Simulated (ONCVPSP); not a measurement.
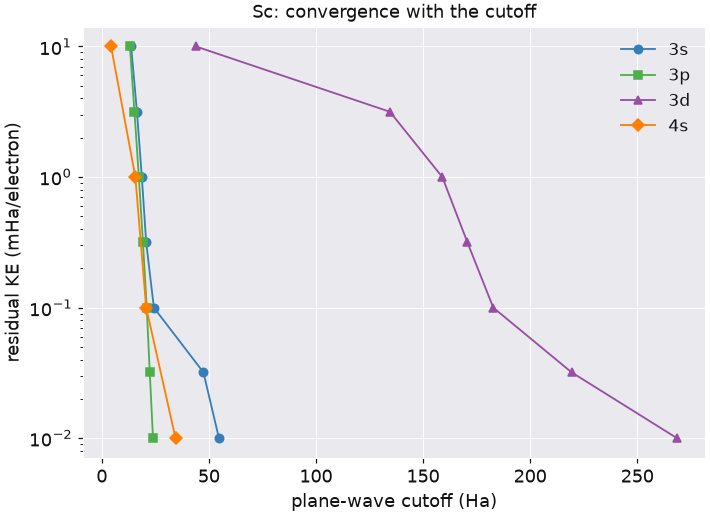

Residual kinetic energy of the pseudo-waves (the first of each channel, and further valence shells) beyond the plane-wave cutoff, as the generator prints it.

Input of ONCVPSP 4.0.1:

```
# ATOM AND REFERENCE CONFIGURATION
# atsym  z   nc   nv     iexc    psfile
  Sc 21.00    3    4  -116133      upf
#
#   n    l    f
    1    0    2.00
    2    0    2.00
    2    1    6.00
    3    0    2.00
    3    1    6.00
    3    2    1.00
    4    0    2.00
#
# PSEUDOPOTENTIAL AND OPTIMIZATION
# lmax
    2
#
#   l,   rc,      ep,       ncon, nbas, qcut
    0    1.50    0.00    4    7    6.70
    1    1.80    0.00    5    8    7.70
    2    1.35    0.00    4    9    6.10
#
# LOCAL POTENTIAL
# lloc, lpopt,  rc(5),   dvloc0
    4    5    1.30    0.00
#
# VANDERBILT-KLEINMAN-BYLANDER PROJECTORs
# l, nproj, debl
    0    2    1.30
    1    2    1.90
    2    2    2.10
#
# MODEL CORE CHARGE
# icmod, fcfact, rcfact
    0    0.00    0.00
#
# LOG DERIVATIVE ANALYSIS
# epsh1, epsh2, depsh
   -4.00    5.00    0.02
#
# OUTPUT GRID
# rlmax, drl
    6.00    0.01
#
# TEST CONFIGURATIONS
# ncnf
    4
# nvcnf
#   n    l    f
    4
    3    0    2.00
    3    1    6.00
    3    2    1.00
    4    0    1.00
#
    4
    3    0    2.00
    3    1    6.00
    3    2    1.00
    4    0    0.00
#
    4
    3    0    2.00
    3    1    6.00
    3    2    0.00
    4    0    0.00
#
    4
    3    0    2.00
    3    1    6.00
    3    2    2.00
    4    0    0.00
#
```

Run as:
```bash
oncvpsp.x < Sc.dat > Sc.out
```

Functional and relativity: PBEsol, scalar-relativistic.

### At which cutoff does each wave reach 1 mHa per electron?

3d: 159 Ha; 3s: 19 Ha; 3p: 17 Ha; 4s: 16 Ha.

### Which wave is the hardest at 1 mHa per electron, and which settings govern it?

3d, with rc = 1.35 bohr and qcut = 6.1 1/bohr. The optimisation minimises, but can't always remove, the kinetic energy above qcut²/2 = 18.6 Ha, and a larger rc would as a rule soften the wave at some cost in transferability.

### Which cutoffs does the potential need for its occupied states?

159 Ha for 1 mHa and 183 Ha for 0.1 mHa per electron. The first is set by 3d.
